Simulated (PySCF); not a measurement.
# C₂H₂O₂: excited-state relaxation, vibronic structure

Wanted: excited-state relaxation, vibronic structure for C₂H₂O₂ (`O=CC=O`).

Computed with PySCF 2.14.0 and routines of our own; the level stands in each step. Atoms count from 0.

## (1) The system as given

6 atoms, charge 0, multiplicity 1; geometry from: GFN2-xTB.

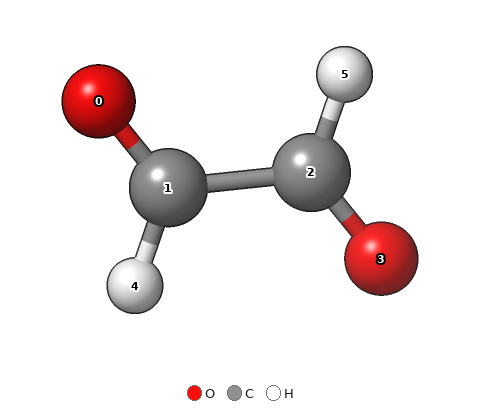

The starting geometry (oxygen red, carbon grey, hydrogen white).

## (2) Relaxing the molecule at CAM-B3LYP/6-31+G*

The job: settings as JSON, then the geometry in Å.

```
{"job": {"xc": "CAM-B3LYP", "basis": "6-31+G*", "grid": 1, "kind": "geom"}, "charge": 0, "multiplicity": 1}
O      1.393302    -0.316295     0.975180
C      0.756804    -0.056765    -0.004770
C     -0.755939     0.057514    -0.003287
O     -1.394365     0.319336    -0.981331
H      1.215026     0.121649    -0.993541
H     -1.211706    -0.123449     0.986175
```

The run is started by

```console
OMP_NUM_THREADS=1 python excited_run.py task.json out
```

The driver reads the jobs from task.json and runs them one after another.

The program printed:

```text
step   0  E = -227.73532472  max force = 0.021755
step   1  E = -227.73602465  max force = 0.004962
step   2  E = -227.73575172  max force = 0.007167
step   3  E = -227.73601215  max force = 0.002532
step   4  E = -227.73605837  max force = 0.000729
step   5  E = -227.73606295  max force = 0.000323
optimisation converged
```

It took 9.1 s on 1 thread of Arm Neoverse V2, shared host; peak memory 0.39 GiB.

Step by step: (the energy doesn't fall at every step)

```csv
step,energy from step 0 (eV),largest force component (eV/Å)
0,0.0000,1.1187
1,-0.0190,0.2552
2,-0.0116,0.3685
3,-0.0187,0.1302
4,-0.0200,0.0375
5,-0.0201,0.0166
```

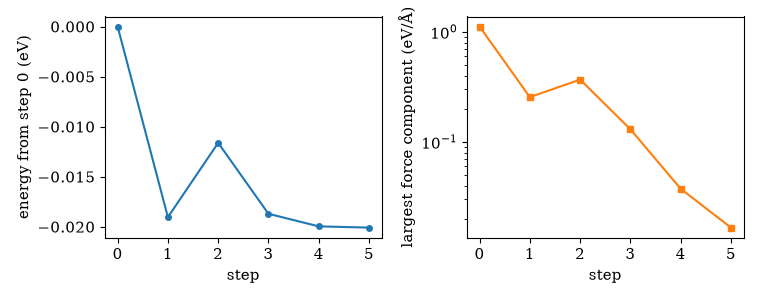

Energy and force, step by step.

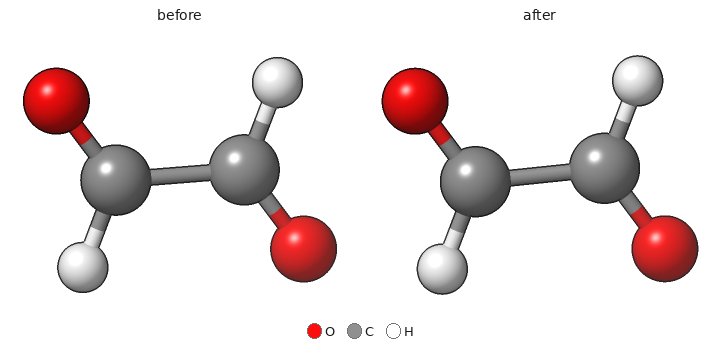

The geometry before (left) and after (right).

Distances of close pairs at the start and the end, largest changes first:

```csv
bond,before (Å),after (Å),change (Å)
C2–O3,1.197,1.206,+0.009
O0–C1,1.197,1.206,+0.009
C1–C2,1.517,1.521,+0.004
C1–H4,1.104,1.106,+0.001
C2–H5,1.104,1.106,+0.001
```

The next job starts from the end point, and lists it.

```csv
at the end point,value
point group (found at 0.08 Å tolerance),C2h
"rotational constants (GHz, main isotopes)","55.634, 4.801, 4.420"
dipole moment (D),0.00
```

## (3) Excited-state relaxation: TDDFT CAM-B3LYP/6-31+G*

The job: settings as JSON, then the geometry in Å.

```
{"job": {"kind": "xopt", "state": "S1", "method": "TDDFT", "freq": true, "xc": "CAM-B3LYP", "basis": "6-31+G*", "grid": 1}, "charge": 0, "multiplicity": 1}
O      1.452288    -0.238908     1.056008
C      0.807788    -0.022457     0.059972
C     -0.712101     0.013788     0.098774
O     -1.356751     0.230435    -0.897118
H      1.264375     0.163214    -0.929835
H     -1.168609    -0.172255     1.088549
```

Level: TDDFT CAM-B3LYP/6-31+G* excited-state geometry optimisation, gas phase.

The program printed:

```text
final grid: 25664 points
cycle   1  E = -227.5138294154  dE =  7.222e-01  |g| = 1.023e+00  |ddm| = 2.495e+00
cycle   2  E = -227.0529481000  dE =  4.609e-01  |g| = 1.915e+00  |ddm| = 2.306e+00
cycle   3  E = -227.7353358910  dE = -6.824e-01  |g| = 5.551e-02  |ddm| = 1.451e+00
cycle   4  E = -227.7359782067  dE = -6.423e-04  |g| = 1.839e-02  |ddm| = 7.104e-02
cycle   5  E = -227.7360563611  dE = -7.815e-05  |g| = 4.878e-03  |ddm| = 2.594e-02
cycle   6  E = -227.7360623715  dE = -6.010e-06  |g| = 1.394e-03  |ddm| = 7.878e-03
cycle   7  E = -227.7360629423  dE = -5.708e-07  |g| = 9.881e-05  |ddm| = 2.770e-03
cycle   8  E = -227.7360629465  dE = -4.157e-09  |g| = 2.136e-05  |ddm| = 2.840e-04
cycle   9  E = -227.7360629466  dE = -9.720e-11  |g| = 1.176e-05  |ddm| = 5.731e-05
converged SCF energy = -227.7360629466

vertical S1 at the ground-state geometry: 2.7800 eV
step    E(state)/Eh    max force   excitation/eV  root
  0    -227.63301207   0.037876     2.7901      1
  1    -227.63061979   0.025299     2.3794      1
  2    -227.63604847   0.011306     2.5671      1
  3    -227.63661204   0.003428     2.6260      1
  4    -227.63657130   0.003281     2.6239      1
  5    -227.63666720   0.001104     2.6155      1
  6    -227.63667350   0.000189     2.6132      1
optimisation converged
vertical emission 2.6132 eV, adiabatic 2.7045 eV, Stokes shift 0.1667 eV, reorganisation 0.0754 (excited) and 0.0913 eV (ground)
in cyclohexane: absorption 2.7984 eV (f = 0.0002, root 1), emission 2.6306 eV (f = 0.0002, root 1)
in acetonitrile: absorption 2.8372 eV (f = 0.0002, root 1), emission 2.6608 eV (f = 0.0003, root 1)
zero-point change -0.0665 eV, 0-0 energy 2.6380 eV
frequencies of the excited state (cm-1): 260 404 521 778 785 1003 1235 1252 1565 1646 3049 3051
```

Run time: 3.1 min. Hardware: 1 thread of Arm Neoverse V2, shared host; peak memory 0.44 GiB.

From this job:

```csv
quantity,value
"vertical absorption, S1",2.78 eV
"adiabatic energy, S1",2.70 eV
"vertical emission, S1",2.61 eV
"Stokes shift, S1",0.17 eV
"geometry moved (RMSD), S1",0.029 Å
```

Bonds of the start that changed most:

```csv
bond,start (Å),end (Å)
C1–C2,1.521,1.483
C2–O3,1.206,1.229
O0–C1,1.206,1.229
C1–H4,1.106,1.100
C2–H5,1.106,1.100
```

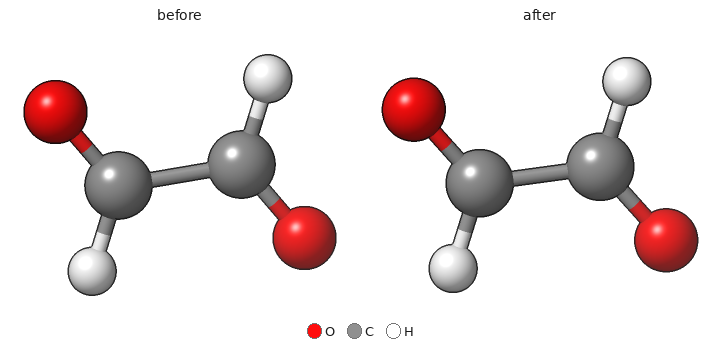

Before and after.

## (4) Excited-state relaxation: UKS CAM-B3LYP/6-31+G*

The job: settings as JSON, then the geometry in Å.

```
{"job": {"kind": "xopt", "state": "T1", "method": "UKS", "freq": true, "xc": "CAM-B3LYP", "basis": "6-31+G*", "grid": 1}, "charge": 0, "multiplicity": 1}
O      1.452288    -0.238908     1.056008
C      0.807788    -0.022457     0.059972
C     -0.712101     0.013788     0.098774
O     -1.356751     0.230435    -0.897118
H      1.264375     0.163214    -0.929835
H     -1.168609    -0.172255     1.088549
```

With the program's defaults for keys left out, this is: UKS CAM-B3LYP/6-31+G* excited-state geometry optimisation, gas phase.

The program printed:

```text
final grid: 25664 points
cycle   1  E = -227.5138294154  dE =  7.222e-01  |g| = 1.023e+00  |ddm| = 2.495e+00
cycle   2  E = -227.0529481000  dE =  4.609e-01  |g| = 1.915e+00  |ddm| = 2.306e+00
cycle   3  E = -227.7353358910  dE = -6.824e-01  |g| = 5.551e-02  |ddm| = 1.451e+00
cycle   4  E = -227.7359782067  dE = -6.423e-04  |g| = 1.839e-02  |ddm| = 7.104e-02
cycle   5  E = -227.7360563611  dE = -7.815e-05  |g| = 4.878e-03  |ddm| = 2.594e-02
cycle   6  E = -227.7360623715  dE = -6.010e-06  |g| = 1.394e-03  |ddm| = 7.878e-03
cycle   7  E = -227.7360629423  dE = -5.708e-07  |g| = 9.881e-05  |ddm| = 2.770e-03
cycle   8  E = -227.7360629465  dE = -4.157e-09  |g| = 2.136e-05  |ddm| = 2.840e-04
cycle   9  E = -227.7360629466  dE = -9.720e-11  |g| = 1.176e-05  |ddm| = 5.731e-05
converged SCF energy = -227.7360629466

vertical T1 at the ground-state geometry: 2.3464 eV
step    E(state)/Eh    max force   <S^2>
  0    -227.64923563   0.035419    2.0162
  1    -227.64770915   0.021583    2.0178
  2    -227.64989217   0.015797    2.0181
  3    -227.65183379   0.009426    2.0180
  4    -227.65233498   0.006202    2.0178
  5    -227.65245330   0.001931    2.0180
  6    -227.65247083   0.001259    2.0179
  7    -227.65249435   0.000976    2.0179
  8    -227.65249734   0.000706    2.0179
  9    -227.65249977   0.000675    2.0179
 10    -227.65250124   0.000402    2.0179
optimisation converged
vertical emission 2.1885 eV, adiabatic 2.2738 eV, Stokes shift 0.1579 eV, reorganisation 0.0725 (excited) and 0.0854 eV (ground)
zero-point change -0.1034 eV, 0-0 energy 2.1704 eV
frequencies of the excited state (cm-1): 256 320 515 760 798 951 1012 1257 1270 1612 3100 3104
```

Run time: 2.1 min. Hardware: 1 thread of Arm Neoverse V2, shared host; peak memory 0.44 GiB.

Key values:

```csv
quantity,value
"vertical gap at the ground-state geometry, T1",2.35 eV
"adiabatic energy, T1",2.27 eV
"vertical gap at the relaxed geometry, T1",2.19 eV
"difference of the two gaps, T1",0.16 eV
"geometry moved (RMSD), T1",0.028 Å
```

Bonds of the start that changed most:

```csv
bond,start (Å),end (Å)
C1–C2,1.521,1.478
C2–O3,1.206,1.233
O0–C1,1.206,1.230
C2–H5,1.106,1.096
C1–H4,1.106,1.096
```

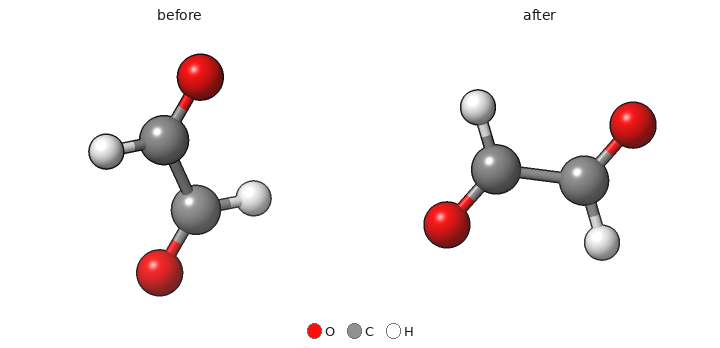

Before and after.

## (5) Excited-state relaxation: TDA CAM-B3LYP/6-31+G*

The job: settings as JSON, then the geometry in Å.

```
{"job": {"kind": "xopt", "state": "T1", "method": "TDA", "xc": "CAM-B3LYP", "basis": "6-31+G*", "grid": 1}, "charge": 0, "multiplicity": 1}
O      1.452288    -0.238908     1.056008
C      0.807788    -0.022457     0.059972
C     -0.712101     0.013788     0.098774
O     -1.356751     0.230435    -0.897118
H      1.264375     0.163214    -0.929835
H     -1.168609    -0.172255     1.088549
```

Level: TDA CAM-B3LYP/6-31+G* excited-state geometry optimisation, gas phase.

The program printed:

```text
final grid: 25664 points
cycle   1  E = -227.5138294154  dE =  7.222e-01  |g| = 1.023e+00  |ddm| = 2.495e+00
cycle   2  E = -227.0529481000  dE =  4.609e-01  |g| = 1.915e+00  |ddm| = 2.306e+00
cycle   3  E = -227.7353358910  dE = -6.824e-01  |g| = 5.551e-02  |ddm| = 1.451e+00
cycle   4  E = -227.7359782067  dE = -6.423e-04  |g| = 1.839e-02  |ddm| = 7.104e-02
cycle   5  E = -227.7360563611  dE = -7.815e-05  |g| = 4.878e-03  |ddm| = 2.594e-02
cycle   6  E = -227.7360623715  dE = -6.010e-06  |g| = 1.394e-03  |ddm| = 7.878e-03
cycle   7  E = -227.7360629423  dE = -5.708e-07  |g| = 9.881e-05  |ddm| = 2.770e-03
cycle   8  E = -227.7360629465  dE = -4.157e-09  |g| = 2.136e-05  |ddm| = 2.840e-04
cycle   9  E = -227.7360629466  dE = -9.720e-11  |g| = 1.176e-05  |ddm| = 5.731e-05
converged SCF energy = -227.7360629466

vertical T1 at the ground-state geometry: 2.1954 eV
step    E(state)/Eh    max force   excitation/eV  root
  0    -227.65471687   0.039492     2.1994      1
  1    -227.65224694   0.023901     1.9062      1
  2    -227.65490144   0.017647     1.9197      1
  3    -227.65713813   0.011870     2.0357      1
  4    -227.65797551   0.005076     2.0394      1
  5    -227.65810247   0.002541     2.0130      1
  6    -227.65817149   0.001322     2.0349      1
  7    -227.65818885   0.000695     2.0298      1
  8    -227.65819976   0.000210     2.0284      1
optimisation converged
vertical emission 2.0284 eV, adiabatic 2.1188 eV, Stokes shift 0.1670 eV, reorganisation 0.0767 (excited) and 0.0903 eV (ground)
```

Wall time 28 s (1 thread of Arm Neoverse V2, shared host); peak memory 0.44 GiB.

Key values:

```csv
quantity,value
"vertical gap at the ground-state geometry, T1",2.20 eV
"adiabatic energy, T1",2.12 eV
"vertical gap at the relaxed geometry, T1",2.03 eV
"difference of the two gaps, T1",0.17 eV
"geometry moved (RMSD), T1",0.026 Å
```

Bonds of the start that changed most:

```csv
bond,start (Å),end (Å)
C1–C2,1.521,1.478
C2–O3,1.206,1.232
O0–C1,1.206,1.232
C1–H4,1.106,1.096
C2–H5,1.106,1.096
```

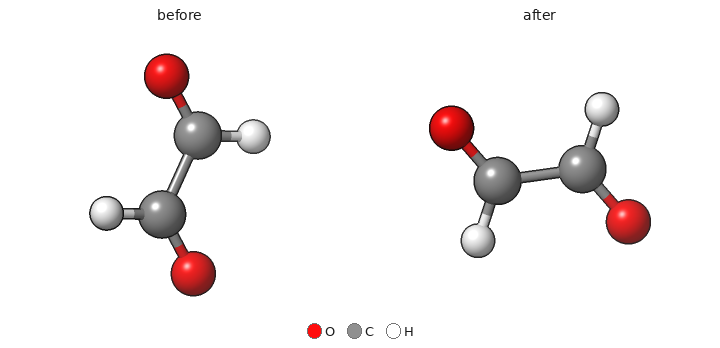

Before and after.

## (6) Vibronic structure: TDDFT CAM-B3LYP/6-31+G*

The job: settings as JSON, then the geometry in Å.

```
{"job": {"kind": "vib", "tda": false, "freq": true, "xc": "CAM-B3LYP", "basis": "6-31+G*", "grid": 1}, "charge": 0, "multiplicity": 1}
O      1.452288    -0.238908     1.056008
C      0.807788    -0.022457     0.059972
C     -0.712101     0.013788     0.098774
O     -1.356751     0.230435    -0.897118
H      1.264375     0.163214    -0.929835
H     -1.168609    -0.172255     1.088549
```

With the program's defaults for keys left out, this is: TDDFT CAM-B3LYP/6-31+G* vertical-gradient vibronic structure (displaced harmonic oscillators, Condon), gas phase.

The program printed:

```text
final grid: 25664 points
cycle   1  E = -227.5138294154  dE =  7.222e-01  |g| = 1.023e+00  |ddm| = 2.495e+00
cycle   2  E = -227.0529481000  dE =  4.609e-01  |g| = 1.915e+00  |ddm| = 2.306e+00
cycle   3  E = -227.7353358910  dE = -6.824e-01  |g| = 5.551e-02  |ddm| = 1.451e+00
cycle   4  E = -227.7359782067  dE = -6.423e-04  |g| = 1.839e-02  |ddm| = 7.104e-02
cycle   5  E = -227.7360563611  dE = -7.815e-05  |g| = 4.878e-03  |ddm| = 2.594e-02
cycle   6  E = -227.7360623715  dE = -6.010e-06  |g| = 1.394e-03  |ddm| = 7.878e-03
cycle   7  E = -227.7360629423  dE = -5.708e-07  |g| = 9.881e-05  |ddm| = 2.770e-03
cycle   8  E = -227.7360629465  dE = -4.157e-09  |g| = 2.136e-05  |ddm| = 2.840e-04
cycle   9  E = -227.7360629466  dE = -9.720e-11  |g| = 1.176e-05  |ddm| = 5.731e-05
converged SCF energy = -227.7360629466

Singlet excitations (eV, f): 2.780 (0.0002)  4.305 (0.0000)  6.718 (0.0000)  7.495 (0.0000)  7.732 (0.0905)  8.039 (0.2993)

State S1  2.7800 eV  f = 0.00020  H->L 0.97
  relaxed dipole 0.001 D, largest gradient of the excitation energy 0.0287 Eh/bohr
  mode    cm-1        S   lambda/meV  Raman
   10   1862.3    0.1226      28.3   1.000
    6   1100.4    0.1769      24.1   0.504
    3    568.1    0.0607       4.3   0.046
    8   1393.5    0.0228       3.9   0.104
  reorganisation energy 0.0620 eV, total S 0.387, 0-0 2.7180 eV
  absorption maximum 2.718 eV, width 0.038 eV

State S5  7.7316 eV  f = 0.09046  H->L+2 0.91
  relaxed dipole 0.001 D, largest gradient of the excitation energy 0.0537 Eh/bohr
  mode    cm-1        S   lambda/meV  Raman
    6   1100.4    0.8989     122.6   1.000
   10   1862.3    0.2478      57.2   0.790
   12   3035.0    0.0340      12.8   0.288
    8   1393.5    0.0513       8.9   0.092
  reorganisation energy 0.2016 eV, total S 1.233, 0-0 7.5300 eV
  absorption maximum 7.530 eV, width 0.174 eV

State S6  8.0390 eV  f = 0.29935  H-2->L 0.83, H->L+4 0.11
  relaxed dipole 0.000 D, largest gradient of the excitation energy 0.0981 Eh/bohr
  mode    cm-1        S   lambda/meV  Raman
   10   1862.3    1.9629     453.2   1.000
    6   1100.4    0.4686      63.9   0.083
    8   1393.5    0.1089      18.8   0.031
  reorganisation energy 0.5366 eV, total S 2.546, 0-0 7.5024 eV
  absorption maximum 7.964 eV, width 0.494 eV

State T1  2.1954 eV  f = 0.00000  H->L 0.96
  relaxed dipole 0.001 D, largest gradient of the excitation energy 0.0305 Eh/bohr
  mode    cm-1        S   lambda/meV  Raman
   10   1862.3    0.1601      37.0   1.000
    6   1100.4    0.1601      21.8   0.349
    8   1393.5    0.0196       3.4   0.068
   12   3035.0    0.0087       3.3   0.144
    3    568.1    0.0114       0.8   0.007
  reorganisation energy 0.0663 eV, total S 0.360, 0-0 2.1292 eV
  absorption maximum 2.129 eV, width 0.038 eV
```

It took 6 s on 1 thread of Arm Neoverse V2, shared host; peak memory 0.44 GiB.

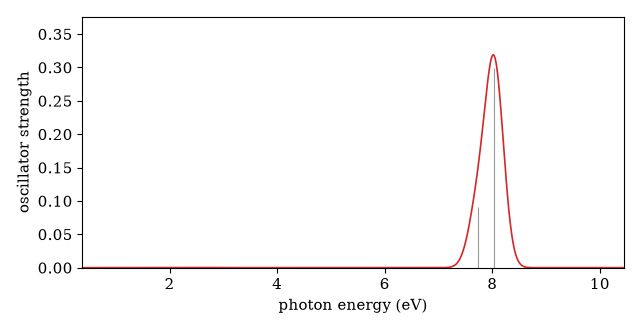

Absorption lines of the singlets. Lines are broadened to a width of 0.40 eV (Gaussian).

## (7) Summary of results

| quantity | value |
| --- | --- |
| point group | C2h |
| rotational constants (main isotopes) | 55.63, 4.80, 4.42 GHz |
| vertical absorption, S1 (step 3, TDDFT CAM-B3LYP/6-31+G*) | 2.78 eV |
| adiabatic energy, S1 (step 3, TDDFT CAM-B3LYP/6-31+G*) | 2.70 eV |
| vertical emission, S1 (step 3, TDDFT CAM-B3LYP/6-31+G*) | 2.61 eV |
| Stokes shift, S1 (step 3, TDDFT CAM-B3LYP/6-31+G*) | 0.17 eV |
| vertical gap at the ground-state geometry, T1 (step 4, UKS CAM-B3LYP/6-31+G*) | 2.35 eV |
| adiabatic energy, T1 (step 4, UKS CAM-B3LYP/6-31+G*) | 2.27 eV |
| vertical gap at the relaxed geometry, T1 (step 4, UKS CAM-B3LYP/6-31+G*) | 2.19 eV |
| difference of the two gaps, T1 (step 4, UKS CAM-B3LYP/6-31+G*) | 0.16 eV |
| vertical gap at the ground-state geometry, T1 (step 5, TDA CAM-B3LYP/6-31+G*) | 2.20 eV |
| adiabatic energy, T1 (step 5, TDA CAM-B3LYP/6-31+G*) | 2.12 eV |
| vertical gap at the relaxed geometry, T1 (step 5, TDA CAM-B3LYP/6-31+G*) | 2.03 eV |
| difference of the two gaps, T1 (step 5, TDA CAM-B3LYP/6-31+G*) | 0.17 eV |
| S1: vertical, reorganisation, 0-0, total S (step 6, TDDFT CAM-B3LYP/6-31+G*, modes from CAM-B3LYP/6-31+G*) | 2.78, 0.06, 2.72 eV; 0.4 |
| S5: vertical, reorganisation, 0-0, total S (step 6, TDDFT CAM-B3LYP/6-31+G*, modes from CAM-B3LYP/6-31+G*) | 7.73, 0.20, 7.53 eV; 1.2 |
| S6: vertical, reorganisation, 0-0, total S (step 6, TDDFT CAM-B3LYP/6-31+G*, modes from CAM-B3LYP/6-31+G*) | 8.04, 0.54, 7.50 eV; 2.5 |

**Reading.** Relaxing lowered the energy by 0.020 eV in 5 steps; the close pair that moved most is C2–O3, from 1.197 to 1.206 Å. In step 3 (excited-state relaxation), among the bonds C1–C2 changes most, from 1.521 to 1.483 Å. In steps 4, 5 (excited-state relaxation), among the bonds C1–C2 changes most, from 1.521 to 1.478 Å. Where no frequencies were run, the relaxed excited state may be a saddle. The vibronic model keeps the ground-state modes and shifts them along the gradient alone, so it can miss much of the relaxation that a full optimisation finds. ΔSCF (UKS) and response values aren't on one footing and may follow different states, so their differences aren't method errors alone, and singlets and triplets from the two don't rank.
